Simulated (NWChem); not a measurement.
# AlH (SMILES [AlH]) at B97/6-311+G(d,p)

Aim: the adiabatic ionisation energy of AlH at B97/6-311+G**, from 2 runs. 

The results are computed with NWChem 7.3.0.

3 further runs of the same task are left out: 1 for a known fault of the program, 1 that didn't finish, 1 set aside as unsound or not needed.

## 1. Starting point

The species is AlH (2 atoms), meant as a singlet with charge 0. SMILES: `[AlH]`. All atoms were displaced at random from a relaxed shape. The run starts from this shape.

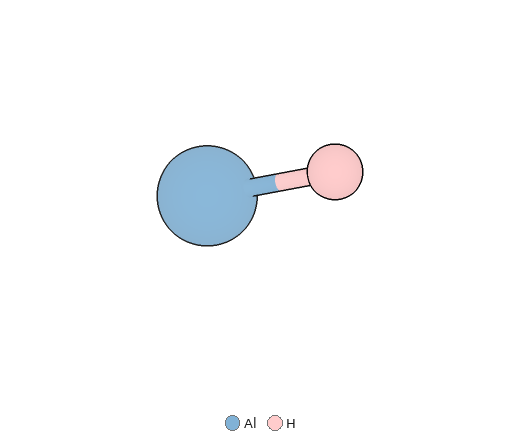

The structure, seen from a chosen angle (aluminium light blue, hydrogen pink).

## 2. A geometry optimisation at B97/6-311+G(d,p)

The input, alh.nw:

```
start alh
title "AlH optimise"
memory total 2200 mb

geometry units angstrom noautosym
Al    0.067748    0.012688    0.025616
H    -0.041780   -0.017445    1.639849
end

basis spherical bse
* library 6-311+G**
end

dft
xc becke97
grid coarse
print low
end

driver
maxiter 60
end

task dft optimize
```

Launch:

```
$ nwchem alh.nw > alh.out
```

The log of the run:

```text
[...]
 d= 0,ls=0.0,diis     1   -242.9327549182 -2.47D+02  1.31D-02  2.39D-01     0.2
[...]
         Total DFT energy =     -242.944243300540
[...]
@    0    -242.94424330  0.0D+00  0.01024  0.01024  0.00000  0.00000      0.9
[...]
         Total DFT energy =     -242.944504030831
[...]
@    1    -242.94468955 -4.5D-04  0.00196  0.00196  0.02178  0.03763      1.8
[...]
         Total DFT energy =     -242.944707716774
[...]
         Total DFT energy =   -242.944707716774
[...]
@    2    -242.94470772 -1.8D-05  0.00008  0.00008  0.00516  0.00892      2.2
[...]
 d= 0,ls=0.0,diis     2   -242.9447077467 -6.21D-09  1.89D-06  1.53D-09     2.3
         Total DFT energy =     -242.944707746662
      One electron energy =     -345.701513899985
           Coulomb energy =      117.555527896864
    Exchange-Corr. energy =      -18.922996190961
 Nuclear repulsion energy =        4.124274447420
[...]
         Total DFT energy =   -242.944707746662
                         DFT ENERGY GRADIENTS
    atom               coordinates                        gradient
                 x          y          z           x          y          z
   1 Al      0.017968   0.004943  -0.264808   -0.000000  -0.000000   0.000003
   2 H      -0.195377  -0.053752   2.879486    0.000000   0.000000  -0.000003
[...]
@    3    -242.94470775 -3.0D-08  0.00000  0.00000  0.00021  0.00037      2.5
[...]
      Optimization converged
[...]
@    3    -242.94470775 -3.0D-08  0.00000  0.00000  0.00021  0.00037      2.5
[...]
```

It took 3.3 s on 1 thread of Intel Xeon 6975P-C (Granite Rapids), shared host; peak memory 0.11 GiB.

Steps, from the record of the run:

```tsv
step	energy from the first frame kept (eV)
0	0.0000
1	-0.0121
2	-0.0126
3	-0.0126
```

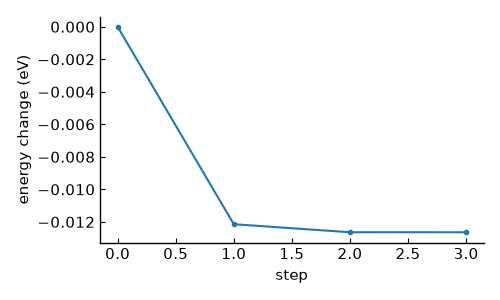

Energy along the run.

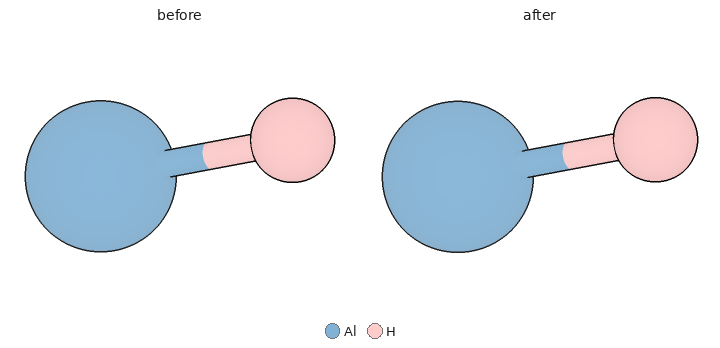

Before and after, at one scale.

After the run. Bond lengths: Al1–H2 1.668 Å.

## 3. The doublet cation

The input, mymol.xyz:

```xyz
2
AlH optimise
Al     0.000000     0.000000     0.000000
H      0.000000     0.000000     1.613470
```

The input, mymol.nw:

```
echo
start mymol
title "AlH optimise"
memory stack 880 mb heap 220 mb global 1100 mb
charge 1

geometry noautosym
 load format xyz mymol.xyz
end

basis spherical bse
 Al library 6-311+G**
 H library 6-311+G**
end

dft
 xc becke97
 mult 2
 grid coarse
 maxiter 150
 print low
end

driver
 maxiter 60
end

task dft optimize
```

Launch:

```
$ nwchem mymol.nw > mymol.out
```

The log of the run:

```text
[...]
 d= 0,ls=0.0,diis     1   -242.4921869326 -2.47D+02  1.84D-02  1.45D+00     0.2
[...]
         Total DFT energy =     -242.644582522267
[...]
@    0    -242.64458252  0.0D+00  0.00243  0.00243  0.00000  0.00000      0.9
[...]
         Total DFT energy =     -242.644597805138
[...]
         Total DFT energy =     -242.644591264630
[...]
@    1    -242.64459126 -8.7D-06  0.00029  0.00029  0.00630  0.01092      1.6
[...]
 d= 0,ls=0.0,diis     2   -242.6445916859 -1.33D-07  9.33D-06  3.86D-08     1.8
[...]
         Total DFT energy =     -242.644591685858
      One electron energy =     -341.554524776796
           Coulomb energy =      113.375814553926
    Exchange-Corr. energy =      -18.695117072307
 Nuclear repulsion energy =        4.229235609318
[...]
      <S2> =      0.7558 (Exact =     0.7500)
[...]
         Total DFT energy =   -242.644591685858
                         DFT ENERGY GRADIENTS
    atom               coordinates                        gradient
                 x          y          z           x          y          z
   1 Al      0.000000   0.000000  -0.230200    0.000000  -0.000000  -0.000005
   2 H       0.000000   0.000000   2.843642   -0.000000   0.000000   0.000005
[...]
@    2    -242.64459169 -4.2D-07  0.00001  0.00001  0.00086  0.00149      1.9
[...]
      Optimization converged
[...]
@    2    -242.64459169 -4.2D-07  0.00001  0.00001  0.00086  0.00149      1.9
[...]
```

It took 2.6 s on 1 thread of Intel Xeon 6975P-C (Granite Rapids), shared host; peak memory 0.11 GiB.

Step by step:

```tsv
step	energy from the first frame kept (eV)
0	0.0000
1	-0.0002
2	-0.0003
```

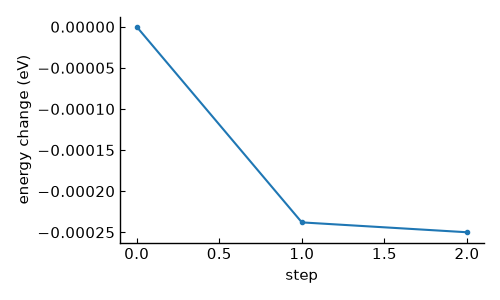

Energy along the run.

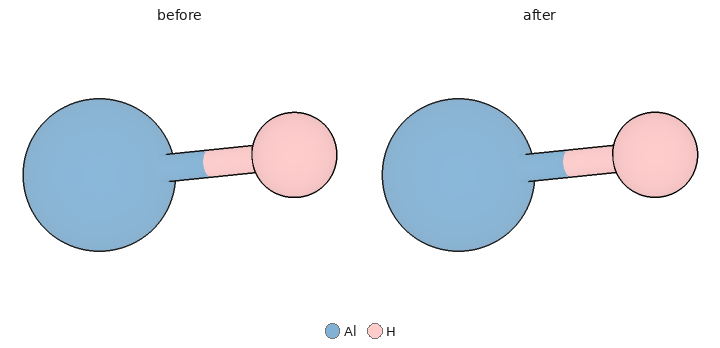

Before and after, at one scale.

After the run. Bond lengths: Al1–H2 1.627 Å.

## 4. Outcome

At B97/6-311+G**:

| quantity | value |
| --- | --- |
| first shape: total energy at the end | -242.94471 Eh |
| first shape: bond length | 1.668 Å |
| doublet cation: total energy at the end | -242.64459 Eh |
| doublet cation: bond length | 1.627 Å |
| doublet cation: ⟨S²⟩ | 0.756 |
| adiabatic ionisation energy (to the doublet cation, no zero-point term) | 8.167 eV |

The adiabatic ionisation energy (to the doublet cation, no zero-point term) is 8.17 eV (788 kJ/mol). The optimisation (first shape) took 4 steps and changed the energy by -0.013 eV. The optimisation (doublet cation) took 3 steps and changed the energy by -0.000 eV.
